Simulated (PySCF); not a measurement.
System: C7H13NSi2 (SMILES [SiH3]CC[SiH2]c1ccccn1).

```xyz
23

Si   -4.2512    0.6325    0.4700
C    -2.8448   -0.6424    0.3592
C    -1.4865    0.0046    0.0890
Si   -0.0713   -1.2541    0.0309
C     1.5782   -0.3333   -0.0871
C     2.8005   -0.9943   -0.1660
C     3.9698   -0.2582   -0.2422
C     3.8840    1.1254   -0.2366
C     2.6237    1.6978   -0.1544
N     1.5088    0.9956   -0.0821
H    -4.3492    1.3608   -0.7974
H    -3.9666    1.5778    1.5526
H    -5.5186   -0.0513    0.7396
H    -3.0591   -1.3676   -0.4286
H    -2.7912   -1.2146    1.2875
H    -1.2756    0.7478    0.8595
H    -1.5285    0.5529   -0.8535
H    -0.1950   -2.1572   -1.1248
H    -0.0506   -2.0870    1.2443
H     2.8202   -2.0739   -0.1662
H     4.9307   -0.7507   -0.3028
H     4.7681    1.7421   -0.2925
H     2.4996    2.7741   -0.1424
```

Geometry: GFN2-xTB.

Level of theory: PBE0/pcSseg-1, SCF density, gas phase, non-relativistic in PySCF.

### What can the converged electron density and electron localisation function tell about the bonding?

C–N (1.32 Å): ρ is about 2.5 e/Å³ halfway; the ELF peaks at about 0.90 between the atoms; a covalent bond.
C–C (1.38 Å): ρ is about 2.1 e/Å³ halfway; the ELF peaks at about 0.95 between the atoms: a covalent bond.
C–Si (1.89 Å): the density is about 0.95 e/Å³ at the midpoint; the ELF peaks at about 1 between the atoms, as expected for a covalent bond.
C–H (1.08 Å): ρ at the midpoint is about 2 e/Å³; the ELF climbs to about 1 towards the hydrogen, as it does in any bond to H (an ordinary covalent bond to hydrogen).

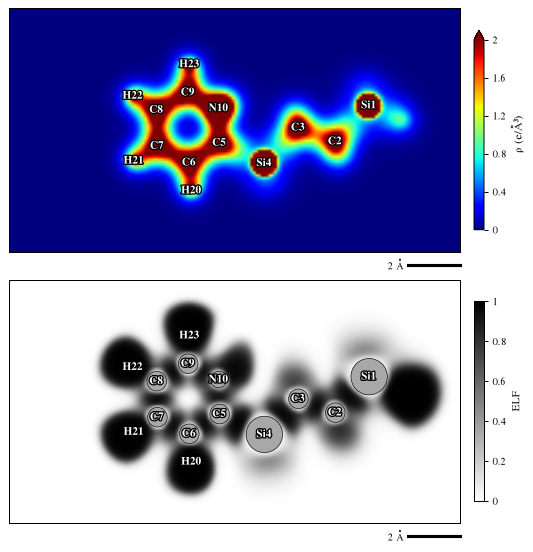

Computed electron density and electron localisation function on the plane of atoms C7, C8 and C9, in this order. Grey discs cover the atomic cores in the ELF map. 
